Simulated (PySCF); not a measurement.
# HF (hydrogen fluoride): levels of theory compared

Aim: a comparison of 5 runs (HF/STO-3G, HF/3-21G, B3LYP/6-31G*, SCS-MP2/cc-pVTZ, CCSDT(Q)/cc-pVTZ) of HF (hydrogen fluoride). The job is set up through a Python script.

Program for the calculation: PySCF 2.14.0.

## 1. The structure to begin with

HF: 2 atoms, total charge 0, spin state singlet. SMILES: `F`. The F1–H2 distance was set to 1.058 Å, away from the relaxed value.

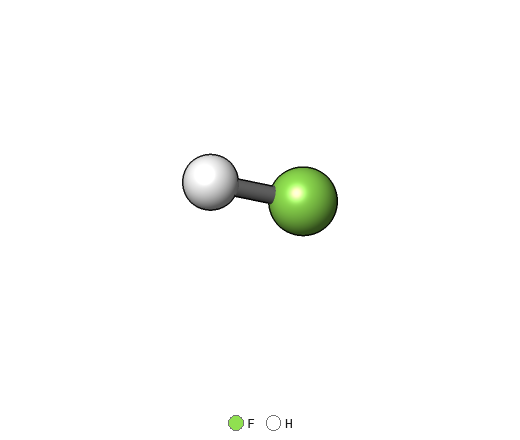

Viewed from a chosen angle; fluorine green, hydrogen white.

## 2. The energy at HF/STO-3G (run 1)

run.py reads:

```python
from pyscf import gto

mol = gto.Mole()
mol.atom = [
    ('F', (-0.507038, 0.187994, -0.255339)),
    ('H', (0.390000, -0.144600, 0.196400)),
]
mol.max_memory = 1860
mol.basis = 'sto-3g'
mol.verbose = 4
mol.build()

calc0 = mol.RHF()
calc0.conv_tol = 1e-10
calc0.kernel()
if not calc0.converged:
    calc0 = calc0.newton().run(calc0.mo_coeff, calc0.mo_occ)

e_tot = calc0.e_tot
print('E(%s) = %.9f' % ('HF', e_tot))
```

Launch:

```bash
OMP_NUM_THREADS=1 python run.py
```

Log:

```text
PySCF version 2.14.0

[INPUT] num. atoms = 2
[INPUT] num. electrons = 10
[INPUT] charge = 0
[INPUT] spin (= nelec alpha-beta = 2S) = 0
[INPUT] symmetry False subgroup None
[INPUT] Mole.unit = angstrom
[INPUT] Symbol           X                Y                Z      unit          X                Y                Z       unit  Magmom
[INPUT]  1 F     -0.507038000000   0.187994000000  -0.255339000000 AA   -0.958162954747   0.355257173061  -0.482520778920 Bohr   0.0
[INPUT]  2 H      0.390000000000  -0.144600000000   0.196400000000 AA    0.736993188580  -0.273254397612   0.371142210865 Bohr   0.0

nuclear repulsion = 4.50150733177764
number of shells = 4
number of NR pGTOs = 18
number of NR cGTOs = 6
basis = sto-3g
ecp = {}

******** <class 'pyscf.scf.hf.RHF'> ********
method = RHF
initial guess = minao
damping factor = 0
level_shift factor = 0
DIIS = <class 'pyscf.scf.diis.CDIIS'>
diis_start_cycle = 1
diis_space = 8
diis_damp = 0
SCF conv_tol = 1e-10
SCF conv_tol_grad = None
SCF max_cycles = 50
direct_scf = True
direct_scf_tol = 1e-13
Set gradient conv threshold to 1e-05
Initial guess from minao.
init E= -98.1979417394574
  HOMO = -0.551957437633438  LUMO = 0.265932714013463  gap/eV = 22.25592
cycle= 1 E= -98.4962650813765  delta_E= -0.298  |g|= 0.343  |ddm|= 1.17
  HOMO = -0.310426831031592  LUMO = 0.48894539484491  gap/eV = 21.75203
cycle= 2 E= -98.5612234749881  delta_E= -0.065  |g|= 0.0291  |ddm|= 0.606
  HOMO = -0.461205916892037  LUMO = 0.495563329669538  gap/eV = 26.03502
cycle= 3 E= -98.561624925325  delta_E= -0.000401  |g|= 0.00457  |ddm|= 0.0524
  HOMO = -0.461971188670183  LUMO = 0.495103591003441  gap/eV = 26.04333
cycle= 4 E= -98.5616317771101  delta_E= -6.85e-06  |g|= 0.00015  |ddm|= 0.00638
  HOMO = -0.462007398249727  LUMO = 0.49537073237662  gap/eV = 26.05159
cycle= 5 E= -98.5616317876739  delta_E= -1.06e-08  |g|= 4.45e-06  |ddm|= 0.000301
  HOMO = -0.462003866913085  LUMO = 0.495360554114033  gap/eV = 26.05121
cycle= 6 E= -98.5616317876836  delta_E= -9.73e-12  |g|= 2.18e-08  |ddm|= 7.85e-06
  HOMO = -0.46200386421587  LUMO = 0.495360581728347  gap/eV = 26.05121
Extra cycle  E= -98.5616317876836  delta_E= -1.42e-14  |g|= 2.31e-09  |ddm|= 3.79e-08
converged SCF energy = -98.5616317876836
E(HF) = -98.561631788
```

Run time: 1.1 s. Hardware: 1 thread of Arm Neoverse N1, shared host; peak memory 0.12 GiB.

## 3. The energy at HF/3-21G (run 2)

job.py reads:

```python
from pyscf import gto

mol = gto.M(
    atom='''
F     -0.507038     0.187994    -0.255339
H      0.390000    -0.144600     0.196400
''',
    basis='3-21g',
    charge=0,
    max_memory=1860,
    verbose=3,
    spin=0,
)

mf = mol.RHF()
mf.conv_tol = 1e-10
mf.kernel()
if not mf.converged:
    mf = mf.newton().run(mf.mo_coeff, mf.mo_occ)

e_tot = mf.e_tot
print('E = %.10f Eh' % e_tot)
```

Launch:

```bash
OMP_NUM_THREADS=1 python job.py
```

Log:

```text
converged SCF energy = -99.4481900139203
E = -99.4481900139 Eh
```

Wall time 1.1 s (1 thread of Arm Neoverse N1, shared host); peak memory 0.12 GiB.

## 4. A single-point energy at B3LYP/6-31G(d) (spherical functions) (run 3)

job.py reads:

```python
from pyscf import gto, dft

system = gto.M(
    atom='''
F     -0.507038     0.187994    -0.255339
H      0.390000    -0.144600     0.196400
''',
    basis='6-31g*',
    verbose=3,
    max_memory=1860,
)

mf = dft.RKS(system)
mf.xc = 'b3lyp'
mf.grids.level = 5
mf.conv_tol = 1e-10
mf.kernel()
if not mf.converged:
    mf = mf.newton().run(mf.mo_coeff, mf.mo_occ)

e_tot = mf.e_tot
print('E = %.10f Eh' % e_tot)
```

Launch:

```bash
OMP_NUM_THREADS=1 python job.py
```

Log:

```text
converged SCF energy = -100.406576328894
E = -100.4065763289 Eh
```

It took 1.8 s on 1 thread of Arm Neoverse N1, shared host; peak memory 0.15 GiB.

Run 4 isn't shown in full; the table further down has it.

## 5. The energy at CCSDT(Q)/cc-pVTZ (run 5)

run.py reads:

```python
from pyscf import gto, scf, cc

mol = gto.M(
    atom=[
    ('F', (-0.507038, 0.187994, -0.255339)),
    ('H', (0.390000, -0.144600, 0.196400)),
],
    verbose=3,
    max_memory=1860,
    basis='cc-pvtz',
    spin=0,
    charge=0,
)

calc0 = scf.RHF(mol)
calc0.conv_tol = 1e-10
calc0.kernel()
if not calc0.converged:
    calc0 = calc0.newton().run(calc0.mo_coeff, calc0.mo_occ)

mycc = cc.CCSDT(calc0, frozen=1)
mycc.kernel()
e_bracket, e_q = mycc.ccsdt_q()
energy = mycc.e_tot + e_q
print('E = %.10f Eh' % energy)
```

Launch:

```bash
OMP_NUM_THREADS=1 python run.py
```

Log:

```text
converged SCF energy = -100.035206759631
_make_eris_incore_RCCSDT

WARN: A large `blksize` is being used, which may cause large memory consumption
      for storing contraction intermediates. If memory is sufficient, consider using
      `pyscf.cc.rccsdt_highm.RCCSDT` instead.

WARN: A large `blksize_oovv` is being used, which may cause large memory consumption
      for storing contraction intermediates. If memory is sufficient, consider using
      `pyscf.cc.rccsdt_highm.RCCSDT` instead.

WARN: A large `blksize_oooo` is being used, which may cause large memory consumption
      for storing contraction intermediates. If memory is sufficient, consider using
      `pyscf.cc.rccsdt_highm.RCCSDT` instead.

RCCSDT converged
E(RCCSDT) = -100.3221965239553   E_corr = -0.2869897643245581
E_corr(same-spin) = -0.0644649903695999
E_corr(oppo-spin) = -0.222524773954958
_make_eris_incore_RCCSDT
E = -100.3225285404 Eh
```

Run time: 98 s. Hardware: 1 thread of Arm Neoverse N1, shared host; peak memory 0.43 GiB.

## 6. The series

```csv
run,level,integration grid,frozen core orbitals,energy (Eh),dipole moment (D) of the reference,HOMO energy (eV),LUMO energy (eV),wall time
1,HF/STO-3G,–,–,-98.561632,1.16,-12.57,13.48,1.1 s
2,HF/3-21G,–,–,-99.448190,2.26,-16.07,5.88,1.1 s
3,B3LYP/6-31G* (spherical functions),5,–,-100.406576,2.00,-9.96,0.47,1.8 s
4,SCS-MP2/cc-pVTZ,–,1,-100.307986,2.22,-17.14,3.16,1.2 s
5,CCSDT(Q)/cc-pVTZ,–,1,-100.322529,2.22,-17.14,3.16,98 s
```

## 7. What came out

| quantity | value |
| --- | --- |
| run 5: total energy | -100.32253 Eh |
| run 5: dipole moment (Hartree–Fock density) | 2.22 D |
| run 5: HOMO energy (Hartree–Fock orbitals) | -17.14 eV |
| run 5: LUMO energy (Hartree–Fock orbitals) | 3.16 eV |
| run 5: HOMO–LUMO gap (Hartree–Fock orbitals) | 20.30 eV |
| run 5: correlation energy (1 core orbital frozen) | -287.3 mEh |
| run 5: T1 diagnostic | 0.008 |

**Reading.** Over runs 1, 2, 3 the dipole moment (its size) runs from 1.16 D (HF/STO-3G) to 2.26 D (HF/3-21G). Over runs 1, 2, 3 the HOMO–LUMO gap runs from 10.43 eV (B3LYP/6-31G*) to 26.05 eV (HF/STO-3G). The two ends differ in method and basis. In run 1 the basis is minimal, so the values are rough. All runs together took 1.7 min, the longest 98 s.
